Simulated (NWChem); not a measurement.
# One shape, several levels: quartet PH2

Wanted: a comparison of 4 runs (UHF/cc-pVTZ, UB3LYP/cc-pVTZ, UM06-2X/cc-pVTZ, UPBE0/cc-pVTZ) of quartet PH2. 

Program for the calculation: NWChem 7.3.0.

26 further runs of the same task are left out: 26 set aside as unsound or not needed. Runs told in other sessions of the task aren't counted.

## (1) The system as given

The species is PH2 (3 atoms), meant as a quartet with charge 0. SMILES of the parent species: `[PH2]`. Geometry: relaxed at PBE0-D4/def2-TZVP. That shape belongs to the parent species and isn't relaxed for this state.

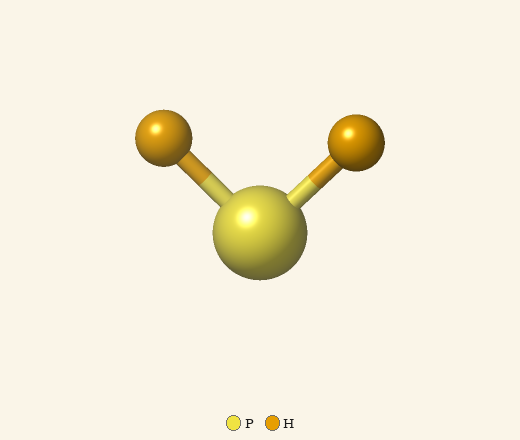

The structure, seen from a chosen angle (phosphorus yellow, hydrogen amber).

## (2) A single-point energy at UHF/cc-pVTZ (run 1)

run.py reads:

```python
from ase import Atoms
from ase.calculators.nwchem import NWChem

molecule = Atoms(['P', 'H', 'H'], positions=[
    [0.525730, -0.309370, 0.258210],
    [0.114640, 1.051490, 0.176750],
    [-0.640370, -0.742120, -0.434970],
])

calc = NWChem(
    label='h2p',
    theory='scf',
    memory='2200 mb',
    basis='cc-pVTZ',
    basispar='spherical bse',
    scf={'nopen': '3', 'uhf': None, 'thresh': '1e-08', 'maxiter': '80'},
    task='energy',
)
molecule.calc = calc

print("Total energy (eV):", round(molecule.get_potential_energy(), 6))
```

Run with:

```
$ export ASE_NWCHEM_COMMAND="nwchem PREFIX.nwi > PREFIX.nwo"
$ python run.py
```

The log of the run:

```text
Total energy (eV): -9297.659583
```

The calculator wrote h2p.nwi:

```
title "h2p"

permanent_dir h2p

scratch_dir h2p

start h2p

geometry units angstrom nocenter noautosym noautoz
  P  5.2573000000000003e-01 -3.0936999999999998e-01 2.5821000000000000e-01
  H  1.1464000000000001e-01 1.0514900000000000e+00 1.7674999999999999e-01
  H  -6.4036999999999999e-01 -7.4212000000000000e-01 -4.3497000000000002e-01
end

memory 2200 mb

basis spherical bse noprint
   * library cc-pVTZ
end

scf
  nopen 3
  uhf
  thresh 1e-08
  maxiter 80
end

task scf energy
```

h2p.nwo:

```text
Northwest Computational Chemistry Package (NWChem) 7.3.0
             --------------------------------------------------------

           Job information
           ---------------

    nwchem branch   = 7.3.0
    use scalapack   = T
    input           = h2p.nwi
    prefix          = h2p.
    data base       = h2p/h2p.db
    status          = startup
    nproc           =        1

           Memory information
           ------------------

[... 5 lines left out ...]
    hardfail = no
[... 105 lines left out ...]
 1-e energy   =    -494.798769
[... 9 lines left out ...]
 Convergence threshold     :          1.000E-08
[... 16 lines left out ...]
      One electron energy =   -494.559661913818
[... 9 lines left out ...]
          Final alpha eigenvalues
[... 200 lines left out ...]
                     UHF Final Beta Molecular Orbital Analysis
[... 192 lines left out ...]
       Multipole analysis of the density wrt the origin
       ------------------------------------------------

     L   x y z        total         alpha         beta         nuclear
     -   - - -        -----         -----         ----         -------
     0   0 0 0     -0.000000    -10.000000     -7.000000     17.000000

     1   1 0 0      0.032790     -8.632897     -5.243112     13.908799
[... 8 lines of this table left out ...]
     2   0 0 2    -11.181204    -11.608957     -3.930821      4.358575

 Task  times  cpu:        9.0s     wall:        9.0s
 Total times  cpu:        9.0s     wall:        9.0s
```

Run time: 9.9 s. Hardware: 1 thread of Intel Xeon 6975P-C (Granite Rapids), shared host; peak memory 0.096 GiB.

## (3) The energy at UB3LYP/cc-pVTZ (run 2)

h2p.nw reads:

```
start h2p
title "H2P B3LYP"
memory total 2200 mb

geometry units angstroms noautosym nocenter noautoz
  P        0.525730      -0.309370       0.258210
  H        0.114640       1.051490       0.176750
  H       -0.640370      -0.742120      -0.434970
end

basis spherical bse
  * library cc-pVTZ
end

dft
  xc b3lyp
  mult 4
  grid xfine
  convergence energy 1e-08
  iterations 100
  mulliken
end

task dft
```

Run with:

```
$ nwchem h2p.nw > h2p.out
```

The log of the run:

```text
[...]
          Wavefunction type:  spin polarized.
          No. of atoms     :     3
          No. of electrons :    17
[...]
          Charge           :     0
          Spin multiplicity:     4
[...]
          AO basis - number of functions:    62
[...]
              XC Information
              --------------
                         B3LYP Method XC Potential
                     Hartree-Fock (Exact) Exchange  0.200
                        Slater Exchange Functional  0.800 local
                    Becke 1988 Exchange Functional  0.720 non-local
              Lee-Yang-Parr Correlation Functional  0.810
                  VWN I RPA Correlation Functional  0.190 local
[...]
 d= 0,ls=0.0,diis     1   -342.2748947625 -3.54D+02  3.74D-02  8.10D-02     1.6
[...]
 d= 0,ls=0.0,diis     8   -342.3111630406 -3.92D-09  1.69D-06  5.27D-10     9.9
[...]
         Total DFT energy =     -342.311163040591
      One electron energy =     -494.692870479413
           Coulomb energy =      164.923890898314
    Exchange-Corr. energy =      -23.950569968349
 Nuclear repulsion energy =       11.408386508856
[...]
      Total Density - Mulliken Population Analysis
     ---------------------------------------------
    Atom       Charge   Shell Charges
 -----------   ------   -------------------------------------------------------
    1 P   15    14.99   2.00  1.86  0.23  1.02  0.48  5.75  0.62  1.71  1.04  0.09  0.18  0.01
    2 H    1     1.01   0.25  0.49  0.23  0.01  0.03  0.00
    3 H    1     1.01   0.25  0.49  0.23  0.01  0.03  0.00
[...]
      <S2> =      3.7532 (Exact =     3.7500)
[...]
```

It took 11 s on 1 thread of Intel Xeon 6975P-C (Granite Rapids), shared host; peak memory 0.11 GiB.

Run 3 isn't shown in full; the table further down has it.

## (4) A single-point energy at UPBE0/cc-pVTZ (run 4)

h2p.nw reads:

```
start h2p
title "H2P"
memory total 2200 mb
geometry units angstrom noautosym nocenter noautoz
P     0.525730   -0.309370    0.258210
H     0.114640    1.051490    0.176750
H    -0.640370   -0.742120   -0.434970
end
basis spherical bse
* library cc-pVTZ
end
dft
xc pbe0
mult 4
grid xfine
convergence energy 1e-08
maxiter 100
mulliken
end
task dft energy
```

Run with:

```
$ nwchem h2p.nw > h2p.out
```

The log of the run:

```text
[...]
          Wavefunction type:  spin polarized.
          No. of atoms     :     3
          No. of electrons :    17
[...]
          Charge           :     0
          Spin multiplicity:     4
[...]
          AO basis - number of functions:    62
[...]
              XC Information
              --------------
                         PBE0 Method XC Functional
                     Hartree-Fock (Exact) Exchange  0.250
          PerdewBurkeErnzerhof Exchange Functional  0.750
            Perdew 1991 LDA Correlation Functional  1.000 local
           PerdewBurkeErnz. Correlation Functional  1.000 non-local
[...]
 d= 0,ls=0.0,diis     1   -342.1263687240 -3.54D+02  3.72D-02  6.44D-02     1.7
[...]
 d= 0,ls=0.0,diis     8   -342.1618941328 -9.94D-09  2.28D-06  5.72D-10    10.2
[...]
         Total DFT energy =     -342.161894132837
      One electron energy =     -494.686851407105
           Coulomb energy =      164.921655938453
    Exchange-Corr. energy =      -23.805085173042
 Nuclear repulsion energy =       11.408386508856
[...]
      Total Density - Mulliken Population Analysis
     ---------------------------------------------
    Atom       Charge   Shell Charges
 -----------   ------   -------------------------------------------------------
    1 P   15    15.00   2.00  1.87  0.20  1.03  0.48  5.75  0.59  1.77  1.01  0.09  0.20  0.01
    2 H    1     1.00   0.24  0.50  0.22  0.01  0.03  0.00
    3 H    1     1.00   0.24  0.50  0.22  0.01  0.03  0.00
[...]
      <S2> =      3.7543 (Exact =     3.7500)
[...]
```

Run time: 11 s. Hardware: 1 thread of Intel Xeon 6975P-C (Granite Rapids), shared host; peak memory 0.11 GiB.

## (5) The series

```csv
run,level,iteration cap,module,energy (Eh),dipole moment (D),HOMO energy (eV),⟨S²⟩,wall time
1,UHF/cc-pVTZ,80,scf,-341.682690,0.11,-4.95,3.761,9.9 s
2,UB3LYP/cc-pVTZ,100,dft,-342.311163,0.06,-2.20,3.753,11 s
3,UM06-2X/cc-pVTZ,100,dft,-342.260856,0.14,-3.14,3.754,15 s
4,UPBE0/cc-pVTZ,100,dft,-342.161894,0.02,-2.46,3.754,11 s
```

## (6) Results

| quantity | value |
| --- | --- |
| run 4: total energy | -342.16189 Eh |
| run 4: dipole moment | 0.02 D |
| run 4: HOMO energy (highest over α and β) | -2.46 eV |
| run 4: ⟨S²⟩ | 3.754 |

What this shows: The dipole moment (its size) runs from 0.02 D (UPBE0/cc-pVTZ) to 0.14 D (UM06-2X/cc-pVTZ). Totals of different functionals can't be ranked against each other. All runs together took 47 s, the longest 15 s.
